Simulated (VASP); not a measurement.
Band structure of CoSi (relaxed from the zinc blende structure, space group F-43m). Level of theory: PBEsol GGA, VASP's PBE PAW potentials (set 64) (plane waves; VASP).

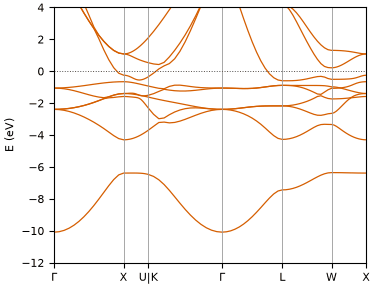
Bands along high-symmetry lines, zero at the valence-band maximum or, without a gap, the Fermi level

Read the plot: is there a gap, and where are the band edges?

It has no gap at this level: it comes out as a metal or semimetal. (Edges off the drawn lines would not show.)

The structure was generated: CoSi was put into the zinc blende type (F-43m), which need not be its known phase. It was relaxed first, which changed the volume by -23 %. The run is not spin-polarised, so no magnetic state was tried. The electron count is odd and the run is not spin-polarised, which forces a metal.
